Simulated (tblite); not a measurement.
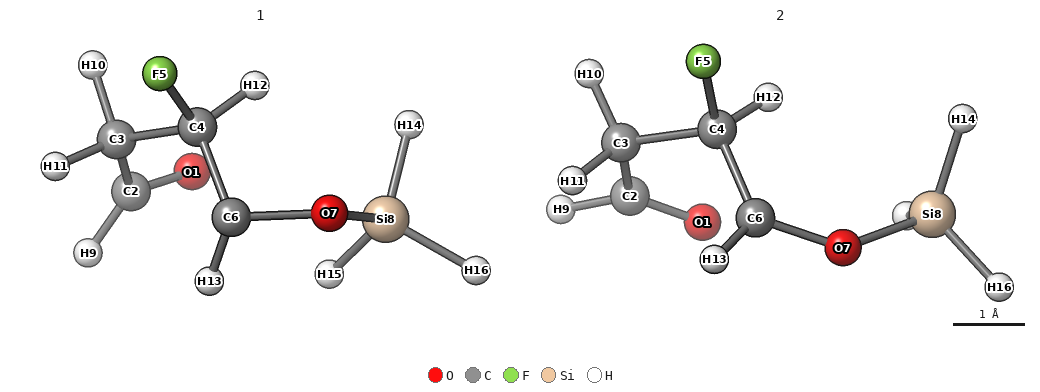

Two geometries of C₄H₈FO₂Si (multiplicity 2), drawn at one scale. One is the start of a relaxation, the other its converged end. Style: ball-and-stick. Shown from a free direction.

All numbers below come from GFN2-xTB geometry optimisation, gas phase in tblite 0.8.0. 

Which geometry has the lower energy?

Structure 2 is the relaxed one. The energy falls by 124.0 kJ/mol in 181 geometry steps. The largest move after the best rigid fit is that of H15, 1.25 Å. Largest moves by element: H 1.25 Å, O 0.80 Å, F 0.46 Å, Si 0.38 Å, C 0.31 Å. Among the contacts that change: C6–O7 1.389 → 1.324 Å, C3–C4 1.470 → 1.532 Å, O7–Si8 1.694 → 1.636 Å, C3–H10 1.147 → 1.094 Å. Bond angles that change, for instance: C6–O7–Si8 115.1° → 136.0°, C4–C6–O7 107.6° → 123.6°, O7–Si8–H16 108.6° → 98.0°. Groups turn about C2–C3 by about 55°, O7–Si8 by about 35°. Cost: 0.76 s on 1 thread of AMD EPYC 9R45 96-Core Processor, on a shared host.
